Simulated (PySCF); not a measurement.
# C7HN: field gradients at the nuclei

Aim: the electric field gradients and quadrupole couplings of C7HN at several levels. Each job file holds the settings and the coordinates that a driver script hands to the program.

Computed with PySCF 2.14.0, density-fitted response routines (the levels named in each step, unless a step's input says otherwise).

## 1. The structure to begin with

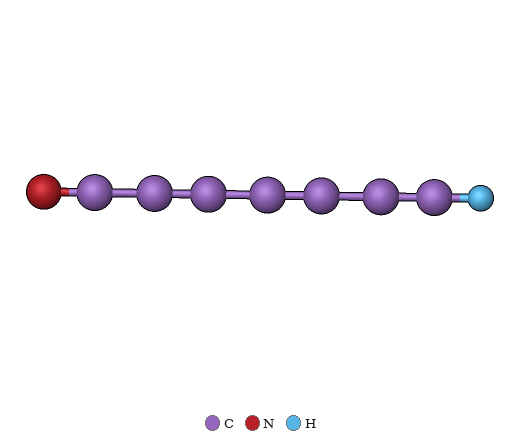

Start, viewed from a chosen angle; carbon purple, nitrogen red, hydrogen blue.

Coordinates:

```xyz
9

C     0.0000    0.0000   -3.8284
C     0.0000    0.0000   -2.6206
C     0.0000    0.0000   -1.2740
C     0.0000    0.0000   -0.0537
C     0.0000    0.0000    1.2839
C     0.0000    0.0000    2.5044
C     0.0000    0.0000    3.8566
N     0.0000    0.0000    5.0086
H     0.0000    0.0000   -4.8769
```

## 2. Geometry, PBE0-D3(BJ)/def2-SVP

File job.txt:

```
{"job": {"xc": "PBE0", "basis": "def2-SVP", "d3": "d3bj", "grid": 2, "kind": "geom"}, "charge": 0, "multiplicity": 1}
C      0.000000     0.000000    -3.828370
C      0.000000     0.000000    -2.620580
C      0.000000     0.000000    -1.273990
C      0.000000     0.000000    -0.053650
C      0.000000     0.000000     1.283860
C      0.000000     0.000000     2.504430
C      0.000000     0.000000     3.856560
N      0.000000     0.000000     5.008620
H      0.000000     0.000000    -4.876890
```

Output:

```text
step   0  E = -321.26193516  max force = 0.032473
step   1  E = -321.26397721  max force = 0.002582
step   2  E = -321.26399945  max force = 0.000267
step   3  E = -321.26399956  max force = 0.000042
optimisation converged
```

It took 12 s on 4 threads of Intel Xeon 6975P-C (Granite Rapids), shared host; peak memory 0.63 GiB.

It ended at:

```xyz
9

C     0.0000    0.0000   -3.8609
C     0.0000    0.0000   -2.6422
C     0.0000    0.0000   -1.2818
C     0.0000    0.0000   -0.0538
C     0.0000    0.0000    1.2996
C     0.0000    0.0000    2.5253
C     0.0000    0.0000    3.8926
N     0.0000    0.0000    5.0574
H     0.0000    0.0000   -4.9363
```

## 3. Field gradients, PBE0/pcJ-2

File job.txt:

```
{"job": {"kind": "efgt", "xc": "PBE0", "basis": "pcJ-2"}, "charge": 0, "multiplicity": 1}
C     -0.000000    -0.000000    -3.860855
C     -0.000000    -0.000000    -2.642242
C      0.000000    -0.000000    -1.281772
C      0.000000    -0.000000    -0.053829
C      0.000000    -0.000000     1.299599
C      0.000000     0.000000     2.525318
C      0.000000     0.000000     3.892603
N      0.000000     0.000000     5.057422
H     -0.000000     0.000000    -4.936254
```

Output:

```text
coarse grid: 9288 points
cycle   1  E = -321.5728446937  dE =  1.429e+00  |g| = 4.655e-01  |ddm| = 2.873e+00
cycle   2  E = -321.4371421565  dE =  1.357e-01  |g| = 8.826e-01  |ddm| = 7.273e-01
cycle   3  E = -321.6109667739  dE = -1.738e-01  |g| = 1.946e-01  |ddm| = 5.534e-01
cycle   4  E = -321.6190114972  dE = -8.045e-03  |g| = 6.569e-02  |ddm| = 1.170e-01
cycle   5  E = -321.6197584246  dE = -7.469e-04  |g| = 3.963e-02  |ddm| = 4.771e-02
cycle   6  E = -321.6201627852  dE = -4.044e-04  |g| = 8.437e-03  |ddm| = 2.308e-02
cycle   7  E = -321.6201811110  dE = -1.833e-05  |g| = 1.883e-03  |ddm| = 5.047e-03
cycle   8  E = -321.6201816131  dE = -5.021e-07  |g| = 1.288e-03  |ddm| = 1.771e-03
final grid: 122536 points
cycle   9  E = -321.6185585230  dE = -1.471e-04  |g| = 6.187e-03  |ddm| = 5.809e-02
cycle  10  E = -321.6185364920  dE =  2.203e-05  |g| = 9.977e-03  |ddm| = 8.879e-03
cycle  11  E = -321.6185631503  dE = -2.666e-05  |g| = 3.428e-03  |ddm| = 7.069e-03
cycle  12  E = -321.6185664131  dE = -3.263e-06  |g| = 4.795e-04  |ddm| = 1.869e-03
cycle  13  E = -321.6185664209  dE = -7.823e-09  |g| = 4.430e-04  |ddm| = 4.528e-04
cycle  14  E = -321.6185664710  dE = -5.014e-08  |g| = 6.749e-05  |ddm| = 2.577e-04
cycle  15  E = -321.6185664719  dE = -9.169e-10  |g| = 2.310e-05  |ddm| = 4.087e-05
converged SCF energy = -321.6185664719

Field-gradient tensors (au): xx yy zz xy xz yz
  0 C     0.15937    0.15937   -0.31874   -0.00000    0.00000    0.00000
  1 C     0.10050    0.10050   -0.20099   -0.00000    0.00000   -0.00000
  2 C     0.11653    0.11653   -0.23306   -0.00000    0.00000   -0.00000
  3 C     0.09267    0.09267   -0.18533   -0.00000    0.00000    0.00000
  4 C     0.11981    0.11981   -0.23961   -0.00000    0.00000    0.00000
  5 C     0.07564    0.07564   -0.15128   -0.00000   -0.00000   -0.00000
  6 C     0.14628    0.14628   -0.29256    0.00000   -0.00000   -0.00000
  7 N     0.48079    0.48079   -0.96159   -0.00000   -0.00000   -0.00000
  8 H    -0.15244   -0.15244    0.30488    0.00000    0.00000    0.00000
```

It took 17 s on 4 threads of Intel Xeon 6975P-C (Granite Rapids), shared host; peak memory 1.9 GiB.

## 4. Field gradients, PBE/def2-TZVPP

Changes to job.txt since step 3:

```diff
@@ -1,2 +1,2 @@
-{"job": {"kind": "efgt", "xc": "PBE0", "basis": "pcJ-2"}, "charge": 0, "multiplicity": 1}
+{"job": {"kind": "efgt", "xc": "PBE", "basis": "def2-TZVPP"}, "charge": 0, "multiplicity": 1}
 C     -0.000000    -0.000000    -3.860855
```

Output:

```text
coarse grid: 9288 points
cycle   1  E = -321.5672580164  dE =  1.234e+00  |g| = 5.438e-01  |ddm| = 5.840e+00
cycle   2  E = -321.3567664659  dE =  2.105e-01  |g| = 1.067e+00  |ddm| = 5.490e+00
cycle   3  E = -321.5608208529  dE = -2.041e-01  |g| = 5.565e-01  |ddm| = 4.897e+00
cycle   4  E = -321.6336693926  dE = -7.285e-02  |g| = 1.161e-01  |ddm| = 7.861e-01
cycle   5  E = -321.6346541693  dE = -9.848e-04  |g| = 1.025e-01  |ddm| = 1.827e-01
cycle   6  E = -321.6373856982  dE = -2.732e-03  |g| = 2.663e-02  |ddm| = 7.024e-02
cycle   7  E = -321.6375354320  dE = -1.497e-04  |g| = 1.076e-02  |ddm| = 3.551e-02
cycle   8  E = -321.6375626614  dE = -2.723e-05  |g| = 4.366e-03  |ddm| = 1.598e-02
cycle   9  E = -321.6375664455  dE = -3.784e-06  |g| = 2.513e-03  |ddm| = 5.122e-03
final grid: 122536 points
cycle  10  E = -321.6207281122  dE = -2.354e-05  |g| = 1.213e-02  |ddm| = 2.897e-01
cycle  11  E = -321.6201105453  dE =  6.176e-04  |g| = 4.379e-02  |ddm| = 1.037e-01
cycle  12  E = -321.6207604947  dE = -6.499e-04  |g| = 5.870e-03  |ddm| = 6.868e-02
cycle  13  E = -321.6207697101  dE = -9.215e-06  |g| = 3.023e-03  |ddm| = 8.463e-03
cycle  14  E = -321.6207721760  dE = -2.466e-06  |g| = 7.160e-04  |ddm| = 2.056e-03
cycle  15  E = -321.6207722761  dE = -1.001e-07  |g| = 3.024e-04  |ddm| = 8.058e-04
cycle  16  E = -321.6207722947  dE = -1.867e-08  |g| = 1.559e-04  |ddm| = 3.410e-04
cycle  17  E = -321.6207723013  dE = -6.558e-09  |g| = 3.699e-05  |ddm| = 2.637e-04
cycle  18  E = -321.6207723015  dE = -1.901e-10  |g| = 2.309e-05  |ddm| = 6.772e-05
converged SCF energy = -321.6207723015

Field-gradient tensors (au): xx yy zz xy xz yz
  0 C     0.15470    0.15470   -0.30941   -0.00000    0.00000    0.00000
  1 C     0.10479    0.10479   -0.20959    0.00000    0.00000   -0.00000
  2 C     0.11279    0.11279   -0.22558    0.00000    0.00000    0.00000
  3 C     0.09515    0.09515   -0.19030    0.00000   -0.00000   -0.00000
  4 C     0.11663    0.11663   -0.23326   -0.00000    0.00000    0.00000
  5 C     0.07742    0.07742   -0.15483    0.00000   -0.00000   -0.00000
  6 C     0.14381    0.14381   -0.28762    0.00000   -0.00000   -0.00000
  7 N     0.45494    0.45494   -0.90988   -0.00000   -0.00000   -0.00000
  8 H    -0.15605   -0.15605    0.31210   -0.00000   -0.00000   -0.00000
```

Wall time 10 s (4 threads of Intel Xeon 6975P-C (Granite Rapids), shared host); peak memory 1.9 GiB.

## 5. Field gradients, B3LYP/def2-TZVPP

Changes to job.txt since step 4:

```diff
@@ -1,2 +1,2 @@
-{"job": {"kind": "efgt", "xc": "PBE", "basis": "def2-TZVPP"}, "charge": 0, "multiplicity": 1}
+{"job": {"kind": "efgt", "xc": "B3LYP", "basis": "def2-TZVPP"}, "charge": 0, "multiplicity": 1}
 C     -0.000000    -0.000000    -3.860855
```

Output:

```text
coarse grid: 9288 points
cycle   1  E = -321.9661957095  dE =  1.383e+00  |g| = 4.812e-01  |ddm| = 5.946e+00
cycle   2  E = -321.7887185783  dE =  1.775e-01  |g| = 9.825e-01  |ddm| = 3.774e+00
cycle   3  E = -322.0074127840  dE = -2.187e-01  |g| = 2.250e-01  |ddm| = 3.105e+00
cycle   4  E = -322.0187728088  dE = -1.136e-02  |g| = 7.217e-02  |ddm| = 3.353e-01
cycle   5  E = -322.0196008482  dE = -8.280e-04  |g| = 4.808e-02  |ddm| = 8.609e-02
cycle   6  E = -322.0201977450  dE = -5.969e-04  |g| = 9.679e-03  |ddm| = 4.279e-02
cycle   7  E = -322.0202216950  dE = -2.395e-05  |g| = 2.339e-03  |ddm| = 1.288e-02
cycle   8  E = -322.0202225577  dE = -8.627e-07  |g| = 1.583e-03  |ddm| = 3.235e-03
final grid: 122536 points
cycle   9  E = -322.0152891956  dE = -2.233e-05  |g| = 5.169e-03  |ddm| = 1.645e-01
cycle  10  E = -322.0152508074  dE =  3.839e-05  |g| = 1.261e-02  |ddm| = 1.343e-02
cycle  11  E = -322.0152957672  dE = -4.496e-05  |g| = 1.470e-03  |ddm| = 8.892e-03
cycle  12  E = -322.0152962571  dE = -4.899e-07  |g| = 5.737e-04  |ddm| = 2.333e-03
cycle  13  E = -322.0152963248  dE = -6.769e-08  |g| = 2.267e-04  |ddm| = 4.972e-04
cycle  14  E = -322.0152963375  dE = -1.270e-08  |g| = 4.399e-05  |ddm| = 2.278e-04
cycle  15  E = -322.0152963379  dE = -3.882e-10  |g| = 2.108e-05  |ddm| = 5.251e-05
converged SCF energy = -322.0152963379

Field-gradient tensors (au): xx yy zz xy xz yz
  0 C     0.17570    0.17570   -0.35141    0.00000    0.00000    0.00000
  1 C     0.11946    0.11946   -0.23891    0.00000   -0.00000   -0.00000
  2 C     0.13413    0.13413   -0.26826   -0.00000    0.00000    0.00000
  3 C     0.11060    0.11060   -0.22119    0.00000   -0.00000   -0.00000
  4 C     0.13790    0.13790   -0.27581    0.00000    0.00000   -0.00000
  5 C     0.09173    0.09173   -0.18346    0.00000   -0.00000   -0.00000
  6 C     0.16594    0.16594   -0.33188    0.00000   -0.00000   -0.00000
  7 N     0.49426    0.49426   -0.98852   -0.00000   -0.00000   -0.00000
  8 H    -0.15298   -0.15298    0.30595   -0.00000   -0.00000   -0.00000
```

Run time: 8.6 s. Hardware: 4 threads of Intel Xeon 6975P-C (Granite Rapids), shared host; peak memory 1.9 GiB.

## 6. Field gradients, CAM-B3LYP/def2-TZVPP

Changes to job.txt since step 5:

```diff
@@ -1,2 +1,2 @@
-{"job": {"kind": "efgt", "xc": "B3LYP", "basis": "def2-TZVPP"}, "charge": 0, "multiplicity": 1}
+{"job": {"kind": "efgt", "xc": "CAM-B3LYP", "basis": "def2-TZVPP"}, "charge": 0, "multiplicity": 1}
 C     -0.000000    -0.000000    -3.860855
```

Output:

```text
coarse grid: 9288 points
cycle   1  E = -321.7625774290  dE =  1.551e+00  |g| = 4.958e-01  |ddm| = 5.921e+00
cycle   2  E = -321.6637451664  dE =  9.883e-02  |g| = 8.576e-01  |ddm| = 2.944e+00
cycle   3  E = -321.8263360330  dE = -1.626e-01  |g| = 7.682e-02  |ddm| = 2.194e+00
cycle   4  E = -321.8274127265  dE = -1.077e-03  |g| = 4.636e-02  |ddm| = 1.670e-01
cycle   5  E = -321.8278817937  dE = -4.691e-04  |g| = 1.744e-02  |ddm| = 6.095e-02
cycle   6  E = -321.8279584182  dE = -7.662e-05  |g| = 5.712e-03  |ddm| = 3.931e-02
cycle   7  E = -321.8279667533  dE = -8.335e-06  |g| = 1.891e-03  |ddm| = 7.759e-03
final grid: 122536 points
cycle   8  E = -321.8240581945  dE = -1.944e-05  |g| = 3.576e-03  |ddm| = 1.399e-01
cycle   9  E = -321.8240538814  dE =  4.313e-06  |g| = 5.522e-03  |ddm| = 1.148e-02
cycle  10  E = -321.8240608825  dE = -7.001e-06  |g| = 6.514e-04  |ddm| = 4.314e-03
cycle  11  E = -321.8240609647  dE = -8.220e-08  |g| = 2.568e-04  |ddm| = 8.217e-04
cycle  12  E = -321.8240609800  dE = -1.532e-08  |g| = 8.481e-05  |ddm| = 3.481e-04
cycle  13  E = -321.8240609818  dE = -1.717e-09  |g| = 2.919e-05  |ddm| = 1.867e-04
cycle  14  E = -321.8240609819  dE = -1.749e-10  |g| = 1.143e-05  |ddm| = 3.177e-05
converged SCF energy = -321.8240609819

Field-gradient tensors (au): xx yy zz xy xz yz
  0 C     0.17919    0.17919   -0.35837    0.00000    0.00000    0.00000
  1 C     0.11790    0.11790   -0.23581   -0.00000   -0.00000   -0.00000
  2 C     0.13833    0.13833   -0.27667   -0.00000    0.00000    0.00000
  3 C     0.10927    0.10927   -0.21855    0.00000   -0.00000   -0.00000
  4 C     0.14190    0.14190   -0.28379    0.00000    0.00000   -0.00000
  5 C     0.09042    0.09042   -0.18084    0.00000   -0.00000   -0.00000
  6 C     0.17024    0.17024   -0.34048    0.00000   -0.00000   -0.00000
  7 N     0.50464    0.50464   -1.00928   -0.00000   -0.00000   -0.00000
  8 H    -0.15331   -0.15331    0.30663   -0.00000   -0.00000   -0.00000
```

Run time: 10 s. Hardware: 4 threads of Intel Xeon 6975P-C (Granite Rapids), shared host; peak memory 1.9 GiB.

## 7. Field gradients, HF/def2-TZVPP

Changes to job.txt since step 6:

```diff
@@ -1,2 +1,2 @@
-{"job": {"kind": "efgt", "xc": "CAM-B3LYP", "basis": "def2-TZVPP"}, "charge": 0, "multiplicity": 1}
+{"job": {"kind": "efgt", "xc": "HF", "basis": "def2-TZVPP"}, "charge": 0, "multiplicity": 1}
 C     -0.000000    -0.000000    -3.860855
```

Output:

```text
final grid: 122536 points
cycle   1  E = -319.8622864043  dE =  2.154e+00  |g| = 6.409e-01  |ddm| = 5.423e+00
cycle   2  E = -319.9558694192  dE = -9.358e-02  |g| = 4.811e-01  |ddm| = 1.595e+00
cycle   3  E = -320.0059797037  dE = -5.011e-02  |g| = 1.295e-01  |ddm| = 9.796e-01
cycle   4  E = -320.0113429815  dE = -5.363e-03  |g| = 3.274e-02  |ddm| = 2.714e-01
cycle   5  E = -320.0117658730  dE = -4.229e-04  |g| = 1.395e-02  |ddm| = 1.166e-01
cycle   6  E = -320.0118292489  dE = -6.338e-05  |g| = 5.059e-03  |ddm| = 3.971e-02
cycle   7  E = -320.0118406725  dE = -1.142e-05  |g| = 1.715e-03  |ddm| = 2.544e-02
cycle   8  E = -320.0118417307  dE = -1.058e-06  |g| = 4.995e-04  |ddm| = 5.283e-03
cycle   9  E = -320.0118417990  dE = -6.827e-08  |g| = 7.113e-05  |ddm| = 1.138e-03
cycle  10  E = -320.0118418007  dE = -1.733e-09  |g| = 3.952e-05  |ddm| = 2.636e-04
cycle  11  E = -320.0118418011  dE = -3.957e-10  |g| = 1.287e-05  |ddm| = 7.381e-05
converged SCF energy = -320.0118418011

Field-gradient tensors (au): xx yy zz xy xz yz
  0 C     0.20459    0.20459   -0.40917   -0.00000   -0.00000    0.00000
  1 C     0.12653    0.12653   -0.25305    0.00000   -0.00000    0.00000
  2 C     0.16244    0.16244   -0.32488    0.00000    0.00000    0.00000
  3 C     0.12184    0.12184   -0.24368   -0.00000   -0.00000   -0.00000
  4 C     0.16480    0.16480   -0.32960    0.00000   -0.00000    0.00000
  5 C     0.10489    0.10489   -0.20977    0.00000    0.00000    0.00000
  6 C     0.19770    0.19770   -0.39540    0.00000   -0.00000    0.00000
  7 N     0.55740    0.55740   -1.11480   -0.00000    0.00000    0.00000
  8 H    -0.15461   -0.15461    0.30921   -0.00000    0.00000    0.00000
```

It took 2.7 s on 4 threads of Intel Xeon 6975P-C (Granite Rapids), shared host; peak memory 1.9 GiB.

## 8. Comparison

Largest principal value Vzz, in atomic units:

| atom | PBE0/pcJ-2 | PBE/def2-TZVPP | B3LYP/def2-TZVPP | CAM-B3LYP/def2-TZVPP | HF/def2-TZVPP |
| --- | --- | --- | --- | --- | --- |
| C1 | -0.3187 | -0.3094 | -0.3514 | -0.3584 | -0.4092 |
| C2 | -0.2010 | -0.2096 | -0.2389 | -0.2358 | -0.2531 |
| C3 | -0.2331 | -0.2256 | -0.2683 | -0.2767 | -0.3249 |
| C4 | -0.1853 | -0.1903 | -0.2212 | -0.2185 | -0.2437 |
| C5 | -0.2396 | -0.2333 | -0.2758 | -0.2838 | -0.3296 |
| C6 | -0.1513 | -0.1548 | -0.1835 | -0.1808 | -0.2098 |
| C7 | -0.2926 | -0.2876 | -0.3319 | -0.3405 | -0.3954 |
| N8 | -0.9616 | -0.9099 | -0.9885 | -1.0093 | -1.1148 |
| H9 | 0.3049 | 0.3121 | 0.3060 | 0.3066 | 0.3092 |
| CPU time | 44 s | 39 s | 27 s | 30 s | 10 s |

Couplings eQVzz/h in MHz (234.9647 × Q in barn × Vzz), with Q = 0.02044 (14N), 0.00285783 (2H):

| nucleus | PBE0/pcJ-2 | PBE/def2-TZVPP | B3LYP/def2-TZVPP | CAM-B3LYP/def2-TZVPP | HF/def2-TZVPP |
| --- | --- | --- | --- | --- | --- |
| 14N (atom 8) | -4.618 | -4.370 | -4.748 | -4.847 | -5.354 |
| 2H (atom 9) | 0.205 | 0.210 | 0.205 | 0.206 | 0.208 |

## 9. Results

| quantity | value |
| --- | --- |
| coupling of 14N (atom 8), PBE0/pcJ-2 | -4.618 MHz |
| coupling of 2H (atom 9), PBE0/pcJ-2 | 0.205 MHz |

What this shows: The largest coupling, that of 14N, runs from -5.354 (HF/def2-TZVPP) to -4.370 MHz (PBE/def2-TZVPP). The gradients are non-relativistic, at the equilibrium geometry and in principal axes; measured couplings hold vibrational averaging and refer to the inertial axes. The def2 sets are stiff near the nuclei, which limits their accuracy.
